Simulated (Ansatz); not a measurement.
# C2F4O (trifluoroacetyl fluoride) at r2SCAN0/cc-pVDZ

What is the vertical ionisation energy of C2F4O (trifluoroacetyl fluoride) at r2SCAN0/cc-pVDZ? 

Program for the calculation: Ansatz 0.2.0.

51 further runs of the same task are left out: 51 set aside as unsound or not needed.

## 1. The structure to begin with

The species is C2F4O (7 atoms), meant as a singlet with charge 0. As SMILES, `O=C(F)C(F)(F)F`. The coordinates come from a PBE0-D4/def2-TZVP relaxation.

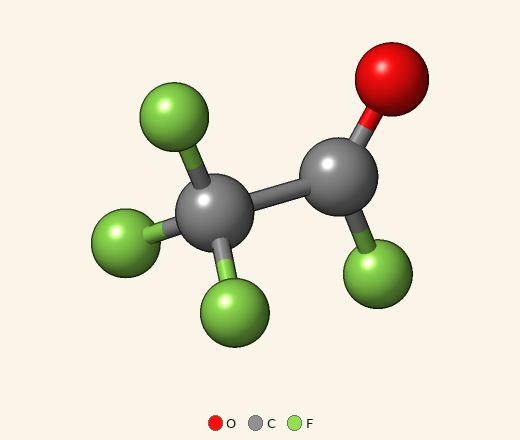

Viewed from a chosen angle; oxygen red, carbon grey, fluorine green.

## 2. The energy at r2SCAN0/cc-pVDZ

File molecule.yaml:

```yaml
basis:
  gaussian:
    orbitals: cc-pVDZ
crystal:
  periodic: [false, false, false]
  atoms:
    - {symbol: O, position_ang: [1.061180, -1.396170, 0.701140]}
    - {symbol: C, position_ang: [0.088980, -0.798110, 0.435150]}
    - {symbol: F, position_ang: [-1.136840, -1.201010, 0.739860]}
    - {symbol: C, position_ang: [0.018150, 0.551850, -0.306440]}
    - {symbol: F, position_ang: [-0.697880, 0.418270, -1.418740]}
    - {symbol: F, position_ang: [-0.564330, 1.461580, 0.468830]}
    - {symbol: F, position_ang: [1.230750, 0.963590, -0.619810]}
accuracy: high
hamiltonian:
  xc: {name: r2SCAN0}
output: {orbitals: {seedname: orbitals}}
```

Command:

```console
$ ansatz run molecule.yaml --threads 1 --pin off --max-ram 3480MiB --events-out events.jsonl --progress --plain --runs-dir runs
```

Output:

```text
Warning: RAYON_NUM_THREADS=1 ignored (pool sized by the plan → 1); use --threads N
Functional definition: r2SCAN0
  name "r2SCAN0"
  parameter a = 0.25
  parameter k0 = 0.174
  parameter k1 = 0.065
  parameter a1 = 4.9479
  exchange = (1 - a)*r2scan_x(k0 = k0, k1 = k1, a1 = a1) + a*exact_x
  correlation = r2scan_c
2166 factors; integrals over basis functions are off by at most 2.9e-9 eV
mean field evaluation 1: about -14975.8432 eV, gradient 5.3e1 eV
mean field evaluation 2: about -14966.4321 eV, gradient 9.1e1 eV
mean field evaluation 4: about -14980.2717 eV, gradient 4.1e0 eV
mean field evaluation 8: about -14980.6037 eV, gradient 4.7e-1 eV
mean field evaluation 16: about -14980.6040 eV, gradient 1.0e-4 eV
mean field -14980.60399330 eV, -550.5270425357 hartree, gradient 7.6e-8 eV, S^2 0.000000; 0 other end points of the search recorded, 0 dependent functions left out
reference -14980.60399352 eV, -550.5270425437 hartree; 28, 28 occupied and 70, 70 virtual orbitals, 2166 factors
Total energy: -14980.60399352 eV, -550.5270425437 hartree
```

It took 14 s on 1 thread of Arm Neoverse V2, shared host; peak memory 0.42 GiB.

## 3. The doublet cation

File run.yaml:

```yaml
crystal:
  periodic: [false, false, false]
  atoms:
    - symbol: O
      position_ang: [1.061180, -1.396170, 0.701140]
    - symbol: C
      position_ang: [0.088980, -0.798110, 0.435150]
    - symbol: F
      position_ang: [-1.136840, -1.201010, 0.739860]
    - symbol: C
      position_ang: [0.018150, 0.551850, -0.306440]
    - symbol: F
      position_ang: [-0.697880, 0.418270, -1.418740]
    - symbol: F
      position_ang: [-0.564330, 1.461580, 0.468830]
    - symbol: F
      position_ang: [1.230750, 0.963590, -0.619810]
basis:
  gaussian:
    orbitals: cc-pVDZ
total_charge: 1
magnetization:
  spin_polarized: true
  initial_magnetization: 1
hamiltonian:
  xc: {name: r2SCAN0}
accuracy: high
output: {orbitals: {seedname: orbitals}}
```

Command:

```console
$ ansatz run run.yaml --threads 1 --pin off --max-ram 3480MiB --events-out events.jsonl --progress --plain --runs-dir runs
```

Output:

```text
Warning: RAYON_NUM_THREADS=1 ignored (pool sized by the plan → 1); use --threads N
Functional definition: r2SCAN0
  name "r2SCAN0"
  parameter a = 0.25
  parameter k0 = 0.174
  parameter k1 = 0.065
  parameter a1 = 4.9479
  exchange = (1 - a)*r2scan_x(k0 = k0, k1 = k1, a1 = a1) + a*exact_x
  correlation = r2scan_c
2167 factors; integrals over basis functions are off by at most 2.9e-9 eV
mean field evaluation 1: about -14962.5698 eV, gradient 4.1e1 eV
mean field evaluation 2: about -14956.1541 eV, gradient 6.2e1 eV
mean field evaluation 4: about -14967.5273 eV, gradient 5.5e0 eV
mean field evaluation 8: about -14967.9633 eV, gradient 3.7e-1 eV
mean field evaluation 16: about -14967.9654 eV, gradient 2.7e-3 eV
mean field evaluation 32: about -14967.9654 eV, gradient 4.3e-7 eV
mean field -14967.96537026 eV, -550.0625817056 hartree, gradient 7.9e-8 eV, S^2 0.761252; 0 other end points of the search recorded, 0 dependent functions left out
reference -14967.96537062 eV, -550.0625817191 hartree; 28, 27 occupied and 70, 71 virtual orbitals, 2167 factors
Total energy: -14967.96537062 eV, -550.0625817191 hartree
```

Run time: 34 s. Hardware: 1 thread of Arm Neoverse V2, shared host; peak memory 0.67 GiB.

## 4. Results

Level: r2SCAN0/cc-pVDZ.

```
                                          quantity          value
                       singlet C2F4O: total energy  -550.52704 Eh
                        singlet C2F4O: HOMO energy      -10.11 eV
                        singlet C2F4O: LUMO energy       -1.40 eV
                      singlet C2F4O: HOMO–LUMO gap        8.71 eV
                      doublet cation: total energy  -550.06258 Eh
doublet cation: HOMO energy (highest over α and β)      -18.96 eV
 doublet cation: LUMO energy (lowest over α and β)      -15.01 eV
                              doublet cation: ⟨S²⟩          0.761
vertical ionisation energy (to the doublet cation)      12.639 eV
```

**Reading.** Removing an electron at fixed nuclei costs 12.64 eV (291 kcal/mol). The negative HOMO energy of the first species, 10.11 eV, lies 2.53 eV below that difference.
